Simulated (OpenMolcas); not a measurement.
# One shape, several levels: singlet C2H5BN−

We compute a comparison of 6 runs (HF/3-21G, HF/def2-SVPD, B3LYP/6-31G*, B3LYP/def2-SVPD, M06-2X/def2-SVPD, TPSS/def2-SVPD) of singlet C2H5BN−. 

The calculation is run with OpenMolcas 26.06.

## 1. The molecule

C2H5BN−: 9 atoms, total charge -1, spin state singlet. As SMILES of the parent species, `B[N]C=C`. The coordinates come from a PBE0-D4/def2-TZVP relaxation. This is one conformer, not always the lowest. That shape belongs to the parent species and isn't relaxed for this state.

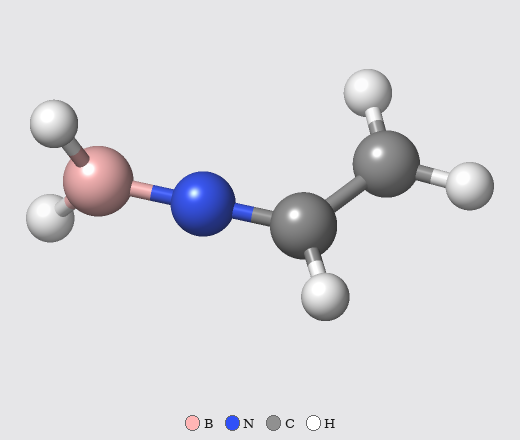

The structure, seen from a chosen angle (boron pink, nitrogen blue, carbon grey, hydrogen white).

## 2. The energy at HF/3-21G (run 1)

Input file run.input:

```
&GATEWAY
 BasLib = $CurrDir
 Coord
 9
 angstrom
 B       -0.864600       1.674800      -0.110400
 N       -0.486400       0.387700      -0.106200
 C       -0.126200      -0.844400      -0.102100
 C        1.161000      -1.270600       0.212300
 H       -1.300900       2.164000       0.896800
 H       -0.758900       2.316900      -1.120700
 H       -0.871400      -1.601800      -0.359600
 H        1.410600      -2.323300       0.200400
 H        1.925400      -0.549500       0.472300
 Basis = 3-21G
 Group = NoSym

&SEWARD

&SCF
 Charge = -1
 Thresholds = 1e-10 1e-07 1e-07 1e-05
 PrOrbitals = 0
```

The basis set 3-21G is read from a file made from the Basis Set Exchange's data (not shown).

Run with:

```bash
$ export MOLCAS_MEM=1860
$ pymolcas run.input > run.log
```

The program printed:

```text
--- Start Module: gateway ---
[...]
--- Stop Module: gateway /rc=_RC_ALL_IS_WELL_ ---
--- Start Module: seward ---
[...]
      Basis functions           46
--- Stop Module: seward /rc=_RC_ALL_IS_WELL_ ---
--- Start Module: scf ---
[...]
       Convergence after  16 Iterations
[...]
::    Total SCF energy                               -156.8479609009
[...]
      Total spin, S                                     0.0000000000
[...]
      Total electronic charge=   30.000000
      Total            charge=   -1.000000
[...]
      Dipole Moment (debye):
      Origin of the operator (angstrom)=   -0.0648   -0.0279   -0.0239
                   X= -2.9029E-01               Y= -2.2706E+00               Z= -2.4943E-01           Total=  2.3026E+00
      Center of Charge (angstrom)
[...]
--- Stop Module: scf /rc=_RC_ALL_IS_WELL_ ---
[...]
```

Wall time 2.2 s (1 thread of Arm Neoverse V1, shared host); peak memory 0.38 GiB.

## 3. A single-point energy at HF/def2-SVPD (run 2)

Input file mol.input:

```
* C2H5BN Hartree-Fock

&GATEWAY
  BasLib
  $CurrDir
  BasisSet
  B.def2-SVPD....
  B1 -0.864600 1.674800 -0.110400 angstrom
  End of Basis
  BasisSet
  N.def2-SVPD....
  N2 -0.486400 0.387700 -0.106200 angstrom
  End of Basis
  BasisSet
  C.def2-SVPD....
  C3 -0.126200 -0.844400 -0.102100 angstrom
  C4 1.161000 -1.270600 0.212300 angstrom
  End of Basis
  BasisSet
  H.def2-SVPD....
  H5 -1.300900 2.164000 0.896800 angstrom
  H6 -0.758900 2.316900 -1.120700 angstrom
  H7 -0.871400 -1.601800 -0.359600 angstrom
  H8 1.410600 -2.323300 0.200400 angstrom
  H9 1.925400 -0.549500 0.472300 angstrom
  End of Basis

&SEWARD

&SCF
  Charge
  -1
  Thresholds
  1e-10 1e-07 1e-07 1e-05
  PrOrbitals
  0
```

The basis set def2-SVPD is read from a file made from the Basis Set Exchange's data (not shown).

Run with:

```bash
$ export MOLCAS_MEM=1860
$ pymolcas mol.input > mol.log
```

The program printed:

```text
--- Start Module: gateway ---
[...]
--- Stop Module: gateway /rc=_RC_ALL_IS_WELL_ ---
--- Start Module: seward ---
[...]
      Basis functions          120
--- Stop Module: seward /rc=_RC_ALL_IS_WELL_ ---
[...]
--- Start Module: scf ---
[...]
       Convergence after  17 Iterations
[...]
::    Total SCF energy                               -157.6342809591
[...]
      Total spin, S                                     0.0000000000
[...]
      Total electronic charge=   30.000000
      Total            charge=   -1.000000
[...]
      Dipole Moment (debye):
      Origin of the operator (angstrom)=   -0.0648   -0.0279   -0.0239
                   X= -5.0057E-01               Y= -1.5539E+00               Z= -2.5180E-01           Total=  1.6518E+00
      Center of Charge (angstrom)
[...]
--- Stop Module: scf /rc=_RC_ALL_IS_WELL_ ---
[...]
```

Run time: 20 s. Hardware: 1 thread of Arm Neoverse V1, shared host; peak memory 0.76 GiB.

Runs 3 to 4 aren't shown in full; the table further down has their settings and results.

## 4. The energy at M06-2X/def2-SVPD (run 5)

Input file mol.input:

```
&GATEWAY
  BasLib=$CurrDir
  Coord
  9
  angstrom
  B       -0.864600       1.674800      -0.110400
  N       -0.486400       0.387700      -0.106200
  C       -0.126200      -0.844400      -0.102100
  C        1.161000      -1.270600       0.212300
  H       -1.300900       2.164000       0.896800
  H       -0.758900       2.316900      -1.120700
  H       -0.871400      -1.601800      -0.359600
  H        1.410600      -2.323300       0.200400
  H        1.925400      -0.549500       0.472300
  Basis=def2-SVPD
  Group=NoSym

&SEWARD
  GridInput
  Grid=UltraFine
  End of Grid

&SCF
  Charge=-1
  KSDFT=M062X
  Thresholds=1e-10 1e-07 1e-07 1e-05
  PrOrbitals=1 1
```

The basis set def2-SVPD is read from a file made from the Basis Set Exchange's data (not shown).

Run with:

```bash
$ export MOLCAS_MEM=1860
$ pymolcas mol.input > mol.log
```

The program printed:

```text
--- Start Module: gateway ---
[...]
--- Stop Module: gateway /rc=_RC_ALL_IS_WELL_ ---
--- Start Module: seward ---
[...]
      Basis functions          120
--- Stop Module: seward /rc=_RC_ALL_IS_WELL_ ---
[...]
--- Start Module: scf ---
[...]
       Convergence after  17 Iterations
[...]
::    Total KS-DFT energy                            -158.6353211559
[...]
      Total spin, S                                     0.0000000000
[...]
      Total electronic charge=   30.000000
      Total            charge=   -1.000000
[...]
      Dipole Moment (debye):
      Origin of the operator (angstrom)=   -0.0648   -0.0279   -0.0239
                   X= -2.8973E-01               Y= -1.7547E+00               Z= -2.1037E-01           Total=  1.7908E+00
      Center of Charge (angstrom)
[...]
--- Stop Module: scf /rc=_RC_ALL_IS_WELL_ ---
[...]
```

Run time: 1.7 min. Hardware: 1 thread of Arm Neoverse V1, shared host; peak memory 0.76 GiB.

## 5. A single-point energy at TPSS/def2-SVPD (run 6)

Input file test.inp:

```
* C2H5BN Kohn-Sham DFT

&GATEWAY
  BasLib
  $CurrDir
  Coord
  9
  bohr
  B     -1.63385721     3.16491331    -0.20862576
  N     -0.91916279     0.73264682    -0.20068891
  C     -0.23848344    -1.59568474    -0.19294104
  C      2.19397203    -2.40108601     0.40118886
  H     -2.45834472     4.08936733     1.69470639
  H     -1.43411316     4.37830646    -2.11781607
  H     -1.64670734    -3.02696331    -0.67954551
  H      2.66564767    -4.39040071     0.37870112
  H      3.63847868    -1.03840451     0.89251765
  Basis
  def2-SVPD
  Group
  NoSym

&SEWARD
  GridInput
  Grid=UltraFine
  End of Grid

&SCF
  Charge
  -1
  KSDFT
  2
  1.0 MGGA_X_TPSS
  1.0 MGGA_C_TPSS
  Thresholds
  1e-10 1e-07 1e-07 1e-05
  PrOrbitals
  1 1
```

The basis set def2-SVPD is read from a file made from the Basis Set Exchange's data (not shown).

Run with:

```bash
$ export MOLCAS_MEM=1860
$ pymolcas test.inp > test.log
```

The program printed:

```text
--- Start Module: gateway ---
[...]
--- Stop Module: gateway /rc=_RC_ALL_IS_WELL_ ---
--- Start Module: seward ---
[...]
      Basis functions          120
--- Stop Module: seward /rc=_RC_ALL_IS_WELL_ ---
[...]
--- Start Module: scf ---
[...]
       Convergence after  22 Iterations
[...]
::    Total KS-DFT energy                            -158.7543865135
[...]
      Total spin, S                                     0.0000000000
[...]
      Total electronic charge=   30.000000
      Total            charge=   -1.000000
[...]
      Dipole Moment (debye):
      Origin of the operator (angstrom)=   -0.0648   -0.0279   -0.0239
                   X= -2.1573E-01               Y= -1.8102E+00               Z= -1.9470E-01           Total=  1.8334E+00
      Center of Charge (angstrom)
[...]
--- Stop Module: scf /rc=_RC_ALL_IS_WELL_ ---
[...]
```

It took 2.2 min on 1 thread of Arm Neoverse V1, shared host; peak memory 0.76 GiB.

## 6. Overview of the runs

```
run                               level  integration grid  energy (Eh)  HOMO energy (eV)  LUMO energy (eV)  HOMO–LUMO gap (eV)  wall time
  1                            HF/3-21G                 –  -156.847961             -1.16             10.24               11.40      2.2 s
  2                        HF/def2-SVPD                 –  -157.634281             -1.71              5.98                7.69       20 s
  3  B3LYP/6-31G* (spherical functions)         UltraFine  -158.811384              1.43              6.33                4.91       27 s
  4                     B3LYP/def2-SVPD         UltraFine  -158.728798              0.65              4.48                3.83       90 s
  5                    M06-2X/def2-SVPD         UltraFine  -158.635321             -0.52              4.74                5.26    1.7 min
  6                      TPSS/def2-SVPD         UltraFine  -158.754387              1.49              4.35                2.86    2.2 min
```

## 7. What came out

```
                                                    quantity          value
                                         run 6: total energy  -158.75439 Eh
                                          run 6: HOMO energy        1.49 eV
                                          run 6: LUMO energy        4.35 eV
run 6: HOMO–LUMO gap (to an unbound level, set by the basis)        2.86 eV
```

What this shows: The HOMO–LUMO gap runs from 2.86 eV (TPSS/def2-SVPD) to 11.40 eV (HF/3-21G). The two ends differ in method and basis. The empty levels of an anion lie above zero and hang on the basis. Totals of different functionals can't be ranked against each other. In runs 3, 4, 6 the HOMO lies above zero, so the outermost electron may be held by the basis alone. All runs together took 6.2 min, the longest 2.2 min.
